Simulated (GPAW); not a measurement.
**linear Eu chain, spacing 3.146 A: cost and accuracy of the Hubbard U**

How far do the magnetic results of linear Eu chain, spacing 3.146 A hang on the Hubbard U?

Calculated with GPAW 26.7.0; LDA with several values of U; plane waves with GPAW's PAW setups, scalar-relativistic.

## Step 1: Starting point

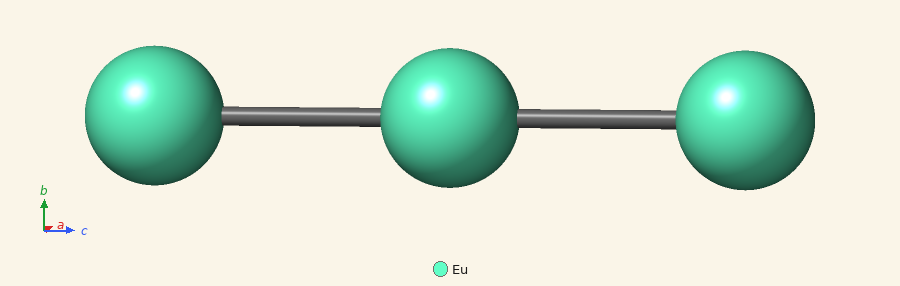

The starting structure, seen from the side, with the c axis across the page (europium green). 1×1×2 cells are drawn. Some periodic images of atoms are drawn too.

The cell holds 1 atom: 1 Eu. Its edges and angles: a = 12.000 Å, b = 12.000 Å, c = 3.146 Å, α = 90.0°, β = 90.0°, γ = 90.0°. model lattice. Vacuum lies along a and b. The structure's axis is c.

## Step 2: Rung 1 (no U), start ferro +

Each rung takes a larger U, to see how far the results hang on a number that is chosen.

order1.py

```python
import json
import numpy as np
from ase import Atoms
from ase.parallel import paropen, parprint
from gpaw import GPAW

atoms = Atoms(['Eu'],
    cell=[[12.0, 0.0, 0.0],
         [0.0, 12.0, 0.0],
         [0.0, 0.0, 3.146]],
    scaled_positions=[[0.5, 0.5, 0.0]],
    pbc=True,
    magmoms=[7.0])
atoms.calc = GPAW(mode={'name': 'pw', 'ecut': 700},
    xc='LDA',
    kpts={'size': (1, 1, 8), 'gamma': True},
    occupations={'name': 'fermi-dirac', 'width': 0.05},
    convergence={'density': 1e-05, 'energy': 1e-05},
    maxiter=200,
    symmetry={'tolerance': 1e-4},
    txt='order1.txt')
e = atoms.get_potential_energy(force_consistent=True)
res = {'free_energy': e, 'energy_sigma0': atoms.get_potential_energy(), 'fermi_energy': atoms.calc.get_fermi_level()}
res['moments'] = atoms.get_magnetic_moments().tolist()
res['total'] = atoms.get_magnetic_moment()
parprint('site moments (muB):', np.round(res['moments'], 3))
parprint(f"total moment: {res['total']:.3f} muB")
parprint(f'free energy: {e:.6f} eV')
atoms.calc.write('order1.gpw')
with paropen('results.json', 'w') as f:
    json.dump(res, f)
```

The run is started by

```console
OMP_NUM_THREADS=1 python3 order1.py > order1.log
```

The program printed:

```text
site moments (muB): [6.918]
total moment: 7.942 muB
free energy: -7.985425 eV

--- order1.txt ---
Input parameters:
  mode=PW(ecut=700),
  convergence={'density': 1e-05, 'energy': 1e-05},
  kpts=MonkhorstPack(size=(1, 1, 8), gamma=True),
  maxiter=200,
  occupations=Occupations(name='fermi-dirac', width=0.05),
  symmetry=Symmetry(tolerance=0.0001),
  xc=XC(name='LDA')

Diagonalizing LCAO Hamiltonian
Converting LCAO to pw mode
        .----------------------------.
       /|                            |
      / |                            |
     /  |                            |
    /   .----------------------------.
   /   /                            /
  /   /                            /
 *   /                            /
 |  /              Eu            /
 | /                            /
 |/                            /
 *----------------------------*

Atoms  # Å, Bohr magnetons
|   | symbol |        x |        y |        z |    initial magnetic moments |
|---|--------|----------|----------|----------|-----------------------------|
| 0 |     Eu | 6.000000 | 6.000000 | 0.000000 | ( 0.0000,  0.0000,  7.0000) |

Unit cell  # Å
| periodic |         x |         y |        z |   lengths |    angles |
|----------|-----------|-----------|----------|-----------|-----------|
|      yes | 12.000000 |  0.000000 | 0.000000 | 12.000000 | 90.000000 |
|      yes |  0.000000 | 12.000000 | 0.000000 | 12.000000 | 90.000000 |
|      yes |  0.000000 |  0.000000 | 3.146000 |  3.146000 | 90.000000 |

Number of symmetries: 16

BZ-sampling:
  Number of BZ points: 8
  Number of IBZ points: 5

  Monkhorst-Pack size: [1, 1, 8]
  Monkhorst-Pack shift: [0.0, 0.0, 0.0625]

Plane wave coefficients: 19102
Cutoff: 700.0 eV

Spin-components: 2 (collinear spins)
Bands:           19
Projectors:      8
Spin-degeneracy: 1
Datatype:        complex128

Parallelization:
  kpt:    1
  domain: 1
  band:   1

Density:
  Valence electrons: 17.0
  Components: 2
  Grid points: [75 75 20]
  Charge: 0.0  # |e|

Potential:
  Grid points: [75 75 20]

[... setups left out ...]
Reference energy: -294879.930901  # eV

eigensolver:
  PPCG
  Converge bands: occupied
  niter=2

density mixing:
  MSR1-Mixer
  Pratt-step length: 0.05
  Maximum mixing coefficient: 0.75
  Old densities: 10
  SVD Regularization: 0.005
  Good broyden scale: 1.0
  Trust region scale: 1.0
  Backstep threshold: 4.0
  History deletion threshold: 6.0
  Fourier metric: weight=20.0, sigma=0.015

occupation numbers:
  Fermi-Dirac:
    width: 0.0500  # eV

poisson solver:
  ecut: 5600.0  # eV

xc functional:
  name: None

convergence criteria:
- Maximum integral of absolute [dens]ity change: 1e-05 electrons / valence electron
- Maximum [total energy] change in last 3 cyles: 1e-05 eV / valence electron
- Maximum integral of absolute [eigenst]ate change: 4e-08 eV^2 / valence electron
maximum number of iterations: 200

SCF iterations
|iter     |      energy | eigst |  dens |  magmom |
|---------|-------------|-------|-------|---------|
|iter:   1|       0s |   -8.178084 | -0.86 |       |  +7.0152|
|iter:   2|       1s |   -7.993052 | -1.71 | -0.80 |  +7.0240|
|iter:   3|       3s |   -7.969927 | -2.58 | -1.01 |  +7.0820|
|iter:   4|       5s |   -7.946802 | -1.99 | -1.08 |  +7.3057|
|iter:   5|       7s |   -7.969502 | -2.21 | -1.29 |  +7.5250|
|iter:   6|       8s |   -7.968532 | -3.36 | -1.51 |  +7.5906|
|iter:   7|      10s |   -7.970755 | -2.53 | -1.62 |  +7.7148|
|iter:   8|      12s |   -7.976207 | -3.45 | -1.96 |  +7.8060|
|iter:   9|      14s |   -7.977036 | -3.54 | -2.00 |  +7.8664|
|iter:  10|      15s |   -7.978146 | -4.11 | -2.40 |  +7.9163|
|iter:  11|      17s |   -7.978278 | -4.98 | -2.72 |  +7.9310|
|iter:  12|      19s |   -7.978336 | -4.96 | -3.02 |  +7.9412|
|iter:  13|      21s |   -7.978342c| -6.28 | -3.89 |  +7.9429|
|iter:  14|      23s |   -7.978332c| -7.55c| -4.16 |  +7.9424|
|iter:  15|      23s |   -7.978331c| -8.29c| -4.78 |  +7.9422|
|iter:  16|      24s |   -7.978331c| -8.53c| -5.38c|  +7.9421|

Converged in 16 steps
Energy contributions relative to reference atoms: (reference = -294879.930901)

Energy contributions:
  Kinetic:          11.119356
  Coulomb:          -6.915552
  Zero:              0.015533
  External:          0.000000
  Xc:              -12.190574
  Entropy:          -0.014189
  Spinorbit:         0.000000
  ----------------------------
  Free energy:      -7.985425
  Extrapolated:     -7.978331

dipole moment: (-0.000000, -0.000000, -17.358951)  # |e|*Ang

Total magnetic moment: (0.000000, 0.000000, 7.942131)

Local magnetic moments
|        x |        y |        z |
|----------|----------|----------|
| 0.000000 | 0.000000 | 6.917620 |  # Eu   0

Fermi level: -1.883
Eigenvalues  # (at kpt = [0.000, 0.000, 0.000])
| band index |      eig [eV] | occ [0-1] |      eig [eV] | occ [0-1] |
|------------|---------------|-----------|---------------|-----------|
|          0 |       -43.945 |     1.000 |       -40.834 |     1.000 |
|          1 |       -22.840 |     1.000 |       -20.427 |     1.000 |
|          2 |       -22.840 |     1.000 |       -20.427 |     1.000 |
|          3 |       -22.029 |     1.000 |       -19.391 |     1.000 |
|          4 |        -4.406 |     1.000 |        -3.277 |     1.000 |
|          5 |        -2.834 |     1.000 |        -0.958 |     0.000 |
|          6 |        -2.834 |     1.000 |        -0.681 |     0.000 |
|          7 |        -2.599 |     1.000 |        -0.681 |     0.000 |
|          8 |        -2.599 |     1.000 |        -0.506 |     0.000 |
|          9 |        -2.560 |     1.000 |        -0.465 |     0.000 |
|         10 |        -2.560 |     1.000 |         0.644 |     0.000 |
|         11 |        -2.500 |     1.000 |         1.337 |     0.000 |
|         12 |        -2.104 |     0.988 |         1.564 |     0.000 |
|         13 |        -1.239 |     0.000 |         1.564 |     0.000 |
|         14 |        -1.226 |     0.000 |         1.735 |     0.000 |
|         15 |        -1.081 |     0.000 |         1.735 |     0.000 |
|         16 |        -1.081 |     0.000 |         2.084 |     0.000 |
|        ... |               |           |               |           |
|         18 |         1.690 |     0.000 |         2.119 |     0.000 |

No gap
No difference between direct/indirect transitions
```

Elapsed: 29 s, on 1 MPI rank of AMD EPYC 9R45, shared host; peak memory 0.48 GiB.

Spin moment in the augmentation sphere by atom:

```
atom  spin moment in the augmentation sphere (μB)
 Eu1                                         6.92
```

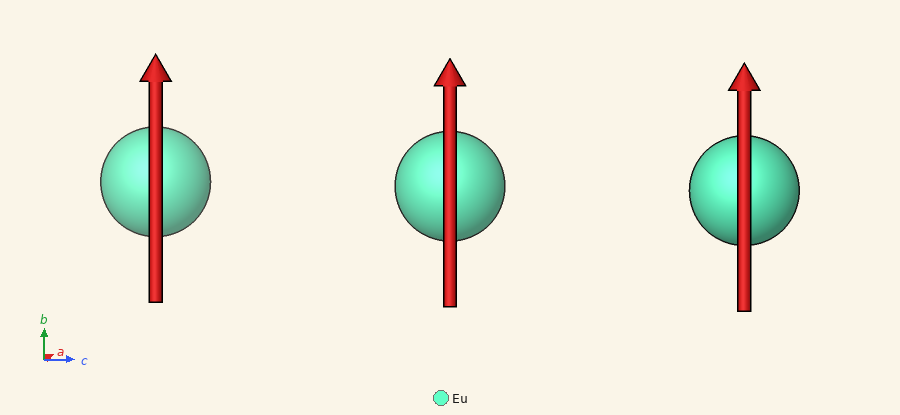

Spin moment in the augmentation sphere as arrows, the longest 6.92 μB. Up and down stand for the sign. Arrows give size and sign along the axis of quantisation, drawn up and down the page. 1×1×2 cells are drawn. Some periodic images of atoms are drawn too.

Read from the output:

```yaml
magnetization: 7.942 μB
final_state: ferromagnetic
```

After 16 cycles the largest moment stands at 6.92 μB.

## Step 3: Rung 1 (no U), start antiferro q=(0,0,1/2) +-

The second start gives the energy difference between the two end states, the quantity that is followed up the ladder. Its q is in fractions of the reciprocal vectors of the first run's cell.

order2.py is the script of step 2 with these lines changed:

```diff
@@ -6,12 +6,13 @@
 
-atoms = Atoms(['Eu'],
+atoms = Atoms(['Eu', 'Eu'],
     cell=[[12.0, 0.0, 0.0],
          [0.0, 12.0, 0.0],
-         [0.0, 0.0, 3.146]],
-    scaled_positions=[[0.5, 0.5, 0.0]],
+         [0.0, 0.0, 6.292]],
+    scaled_positions=[[0.5, 0.5, 0.0],
+         [0.5, 0.5, 0.5]],
     pbc=True,
-    magmoms=[7.0])
+    magmoms=[7.0, -7.0])
 atoms.calc = GPAW(mode={'name': 'pw', 'ecut': 700},
     xc='LDA',
-    kpts={'size': (1, 1, 8), 'gamma': True},
+    kpts={'size': (1, 1, 4), 'gamma': True},
     occupations={'name': 'fermi-dirac', 'width': 0.05},
@@ -20,3 +21,3 @@
     symmetry={'tolerance': 1e-4},
-    txt='order1.txt')
+    txt='order2.txt')
 e = atoms.get_potential_energy(force_consistent=True)
@@ -28,3 +29,3 @@
 parprint(f'free energy: {e:.6f} eV')
-atoms.calc.write('order1.gpw')
+atoms.calc.write('order2.gpw')
 with paropen('results.json', 'w') as f:
```

The run is started by

```console
OMP_NUM_THREADS=1 python3 order2.py > order2.log
```

The program printed:

```text
site moments (muB): [ 6.718 -6.718]
total moment: -0.000 muB
free energy: -15.457331 eV

--- order2.txt ---
Input parameters:
  mode=PW(ecut=700),
  convergence={'density': 1e-05, 'energy': 1e-05},
  kpts=MonkhorstPack(size=(1, 1, 4), gamma=True),
  maxiter=200,
  occupations=Occupations(name='fermi-dirac', width=0.05),
  symmetry=Symmetry(tolerance=0.0001),
  xc=XC(name='LDA')

Diagonalizing LCAO Hamiltonian
Converting LCAO to pw mode
        .----------------------------.
       /|                            |
      / |                            |
     /  |                            |
    /   |                            |
   /    |                            |
  /     |                            |
 *      |          Eu                |
 |      .----------------------------.
 |     /                            /
 |    /                            /
 |   /                            /
 |  /              Eu            /
 | /                            /
 |/                            /
 *----------------------------*

Atoms  # Å, Bohr magnetons
|   | symbol |        x |        y |        z |    initial magnetic moments |
|---|--------|----------|----------|----------|-----------------------------|
| 0 |     Eu | 6.000000 | 6.000000 | 0.000000 | ( 0.0000,  0.0000,  7.0000) |
| 1 |     Eu | 6.000000 | 6.000000 | 3.146000 | ( 0.0000,  0.0000, -7.0000) |

Number of symmetries: 16

BZ-sampling:
  Number of BZ points: 4
  Number of IBZ points: 3

  Monkhorst-Pack size: [1, 1, 4]
  Monkhorst-Pack shift: [0.0, 0.0, 0.125]

Plane wave coefficients: 38151
Cutoff: 700.0 eV

Spin-components: 2 (collinear spins)
[...]
|iter:  13|      40s |  -15.423910c| -6.36 | -4.53 |  -0.0000|
|iter:  14|      43s |  -15.423910c| -6.64 | -4.98 |  +0.0000|
|iter:  15|      45s |  -15.423910c| -7.21 | -5.12c|  -0.0000|
|iter:  16|      47s |  -15.423910c| -7.60c| -5.42c|  -0.0000|

Converged in 16 steps
Energy contributions relative to reference atoms: (reference = -589759.861803)

Energy contributions:
  Kinetic:          32.820869
  Coulomb:         -23.558525
  Zero:             -0.181138
  External:          0.000000
  Xc:              -24.471695
  Entropy:          -0.066842
  Spinorbit:         0.000000
  ----------------------------
  Free energy:     -15.457331
  Extrapolated:    -15.423910

dipole moment: (-0.000001, -0.000001, -34.660232)  # |e|*Ang

Total magnetic moment: (0.000000, 0.000000, -0.000003)

Local magnetic moments
|        x |        y |         z |
|----------|----------|-----------|
| 0.000000 | 0.000000 |  6.717827 |  # Eu   0
| 0.000000 | 0.000000 | -6.717828 |  # Eu   1

Fermi level: -1.708
Eigenvalues  # (at kpt = [0.000, 0.000, 0.000])
| band index |      eig [eV] | occ [0-1] |      eig [eV] | occ [0-1] |
|------------|---------------|-----------|---------------|-----------|
|          0 |       -43.796 |     1.000 |       -43.796 |     1.000 |
|        ... |               |           |               |           |
|         10 |        -2.525 |     1.000 |        -2.525 |     1.000 |
|         11 |        -2.511 |     1.000 |        -2.511 |     1.000 |
|         12 |        -2.473 |     1.000 |        -2.473 |     1.000 |
|         13 |        -2.473 |     1.000 |        -2.473 |     1.000 |
[...]
|         21 |        -0.888 |     0.000 |        -0.888 |     0.000 |
|         22 |        -0.888 |     0.000 |        -0.888 |     0.000 |
|         23 |        -0.033 |     0.000 |        -0.033 |     0.000 |
|         24 |         0.939 |     0.000 |         0.939 |     0.000 |

No gap
No difference between direct/indirect transitions
```

Wall time 54 s (1 MPI rank); peak memory 0.8 GiB.

Spin moment in the augmentation sphere by atom:

```csv
atom,spin moment in the augmentation sphere (μB)
Eu1,6.72
Eu2,-6.72
```

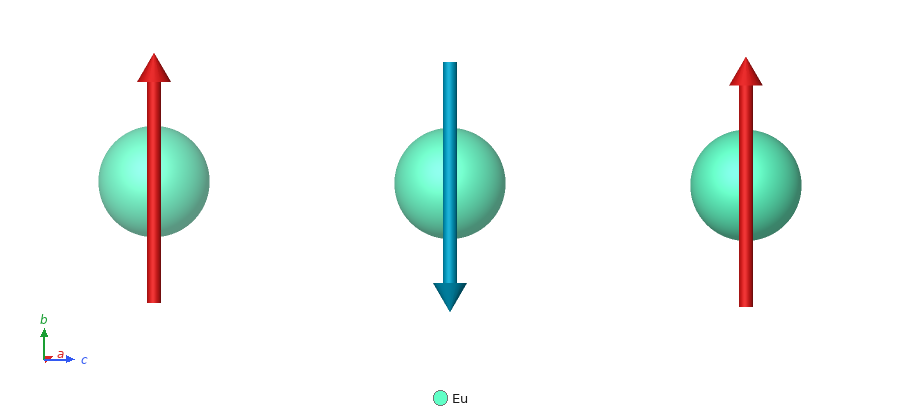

Spin moment in the augmentation sphere as arrows, the longest 6.72 μB. Up and down stand for the sign. Arrows give size and sign along the axis of quantisation, drawn up and down the page. The two directions have two colours. Some periodic images of atoms are drawn too.

Numbers from this step:

| Quantity | Value |
| --- | --- |
| magnetization | 0 μB |
| final state | antiferromagnetic |

This start lies +256.8 meV a seeded atom from the first; its largest moment is 6.72 μB.

## Step 4: Rung 2 (U = 1.5 eV on Eu f), start ferro +

order1.py is the script of step 2 with these lines changed:

```diff
@@ -19,2 +19,3 @@
     maxiter=200,
+    setups={'Eu': ':f,1.5'},
     symmetry={'tolerance': 1e-4},
```

The run is started by

```console
OMP_NUM_THREADS=1 python3 order1.py > order1.log
```

The program printed:

```text
site moments (muB): [6.954]
total moment: 7.947 muB
free energy: -7.944316 eV

--- order1.txt ---
Input parameters:
  mode=PW(ecut=700),
  convergence={'density': 1e-05, 'energy': 1e-05},
  kpts=MonkhorstPack(size=(1, 1, 8), gamma=True),
  maxiter=200,
  occupations=Occupations(name='fermi-dirac', width=0.05),
  setups={'Eu': ':f,1.5'},
  symmetry=Symmetry(tolerance=0.0001),
  xc=XC(name='LDA')

[...]
|          4 |        -4.354 |     1.000 |        -3.255 |     1.000 |
[...]
|         14 |        -1.172 |     0.000 |         2.114 |     0.000 |
|         15 |        -1.067 |     0.000 |         2.292 |     0.000 |
|         16 |        -1.067 |     0.000 |         2.618 |     0.000 |
|        ... |               |           |               |           |
|         18 |         1.686 |     0.000 |         2.870 |     0.000 |

No gap
No difference between direct/indirect transitions


[key lines of the parts left out:]
Free energy:      -7.944316
Converged in 12 steps
dipole moment: (-0.000000, -0.000000, -17.307652)  # |e|*Ang
Fermi level: -1.863
```

Wall time 22 s (1 MPI rank); peak memory 0.48 GiB.

Numbers from this step:

```yaml
magnetization: 7.947 μB
final_state: ferromagnetic
largest_moment: 6.954 μB
```

The largest moment moves by +0.04 μB from rung 1, at 0.77 times its CPU time.

## Step 5: Rung 2 (U = 1.5 eV on Eu f), start antiferro q=(0,0,1/2) +-

order2.py is the script of step 3 with these lines changed:

```diff
@@ -20,2 +20,3 @@
     maxiter=200,
+    setups={'Eu': ':f,1.5'},
     symmetry={'tolerance': 1e-4},
```

The run is started by

```console
OMP_NUM_THREADS=1 python3 order2.py > order2.log
```

The program printed:

```text
site moments (muB): [ 6.765 -6.765]
total moment: -0.000 muB
free energy: -15.409763 eV

--- order2.txt ---
Input parameters:
  mode=PW(ecut=700),
  convergence={'density': 1e-05, 'energy': 1e-05},
  kpts=MonkhorstPack(size=(1, 1, 4), gamma=True),
  maxiter=200,
  occupations=Occupations(name='fermi-dirac', width=0.05),
  setups={'Eu': ':f,1.5'},
  symmetry=Symmetry(tolerance=0.0001),
  xc=XC(name='LDA')

[...]
|         12 |        -2.904 |     1.000 |        -2.904 |     1.000 |
|         13 |        -2.901 |     1.000 |        -2.901 |     1.000 |
[...]
|         21 |        -0.880 |     0.000 |        -0.880 |     0.000 |
|         22 |        -0.874 |     0.000 |        -0.874 |     0.000 |
|         23 |         0.002 |     0.000 |         0.002 |     0.000 |
|         24 |         0.985 |     0.000 |         0.984 |     0.000 |

No gap
No difference between direct/indirect transitions


[key lines of the parts left out:]
Free energy:     -15.409763
Converged in 13 steps
dipole moment: (-0.000001, -0.000001, -34.572501)  # |e|*Ang
Fermi level: -1.670
```

Wall time 44 s (1 MPI rank); peak memory 0.8 GiB.

Numbers from this step:

* magnetization: 0 μB
* final state: antiferromagnetic
* largest moment: 6.765 μB

This start lies +239.4 meV a seeded atom from the first, a change of -17.3 meV since rung 1; its largest moment is 6.76 μB.

## Step 6: Rung 3 (U = 3 eV on Eu f), start ferro +

order1.py is the script of step 4 with these lines changed:

```diff
@@ -19,3 +19,3 @@
     maxiter=200,
-    setups={'Eu': ':f,1.5'},
+    setups={'Eu': ':f,3.0'},
     symmetry={'tolerance': 1e-4},
```

The run is started by

```console
OMP_NUM_THREADS=1 python3 order1.py > order1.log
```

The program printed:

```text
site moments (muB): [6.982]
total moment: 7.939 muB
free energy: -7.935650 eV

--- order1.txt ---
Input parameters:
  mode=PW(ecut=700),
  convergence={'density': 1e-05, 'energy': 1e-05},
  kpts=MonkhorstPack(size=(1, 1, 8), gamma=True),
  maxiter=200,
  occupations=Occupations(name='fermi-dirac', width=0.05),
  setups={'Eu': ':f,3.0'},
  symmetry=Symmetry(tolerance=0.0001),
  xc=XC(name='LDA')

[...]
|          4 |        -4.319 |     1.000 |        -3.249 |     1.000 |
[...]
|         14 |        -1.135 |     0.000 |         2.111 |     0.000 |
|         15 |        -1.058 |     0.000 |         2.298 |     0.000 |
|         16 |        -1.058 |     0.000 |         2.994 |     0.000 |
|        ... |               |           |               |           |
|         18 |         1.683 |     0.000 |         3.648 |     0.000 |

No gap
No difference between direct/indirect transitions


[key lines of the parts left out:]
Free energy:      -7.935650
Converged in 12 steps
dipole moment: (-0.000000, -0.000000, -17.266793)  # |e|*Ang
Fermi level: -1.851
```

Elapsed: 21 s, on 1 MPI rank; peak memory 0.48 GiB.

Read from the output:

- magnetization: 7.939 μB
- final state: ferromagnetic
- largest moment: 6.982 μB

The largest moment moves by +0.03 μB from rung 2, at 0.96 times its CPU time.

## Step 7: Rung 3 (U = 3 eV on Eu f), start antiferro q=(0,0,1/2) +-

order2.py is the script of step 5 with these lines changed:

```diff
@@ -20,3 +20,3 @@
     maxiter=200,
-    setups={'Eu': ':f,1.5'},
+    setups={'Eu': ':f,3.0'},
     symmetry={'tolerance': 1e-4},
```

The run is started by

```console
OMP_NUM_THREADS=1 python3 order2.py > order2.log
```

The program printed:

```text
site moments (muB): [ 6.799 -6.799]
total moment: -0.000 muB
free energy: -15.418850 eV

--- order2.txt ---
Input parameters:
  mode=PW(ecut=700),
  convergence={'density': 1e-05, 'energy': 1e-05},
  kpts=MonkhorstPack(size=(1, 1, 4), gamma=True),
  maxiter=200,
  occupations=Occupations(name='fermi-dirac', width=0.05),
  setups={'Eu': ':f,3.0'},
  symmetry=Symmetry(tolerance=0.0001),
  xc=XC(name='LDA')

[...]
|         12 |        -3.396 |     1.000 |        -3.396 |     1.000 |
|         13 |        -3.387 |     1.000 |        -3.387 |     1.000 |
[...]
|         21 |        -0.871 |     0.000 |        -0.871 |     0.000 |
|         22 |        -0.850 |     0.000 |        -0.850 |     0.000 |
|         23 |         0.026 |     0.000 |         0.026 |     0.000 |
|         24 |         1.017 |     0.000 |         1.017 |     0.000 |

No gap
No difference between direct/indirect transitions


[key lines of the parts left out:]
Free energy:     -15.418850
Converged in 12 steps
dipole moment: (-0.000001, -0.000001, -34.503580)  # |e|*Ang
Fermi level: -1.643
```

Wall time 41 s (1 MPI rank); peak memory 0.76 GiB.

Numbers from this step:

```
magnetization  : 0 μB
final state    : antiferromagnetic
largest moment : 6.799 μB
```

This start lies +226.2 meV a seeded atom from the first, a change of -13.2 meV since rung 2; its largest moment is 6.80 μB.

(Continued in part 2 of 2.)

[Logs and program files are shortened in this print: banners, set-up blocks, solver, clock and traceback lines can be left out without a mark of their own.]

[Logs are printed without paths, hosts, clocks, repeated set-up lines and the standing remarks that a program may print on its own settings, such as how far it seeks lower states.]

[Hosts, paths, dates, database ids (printed as entryN), source tags and the programs' standing remarks are cut or masked in the printed files.]

[Where a cell is said to come from a database of computed structures, the database is the Materials Project.]
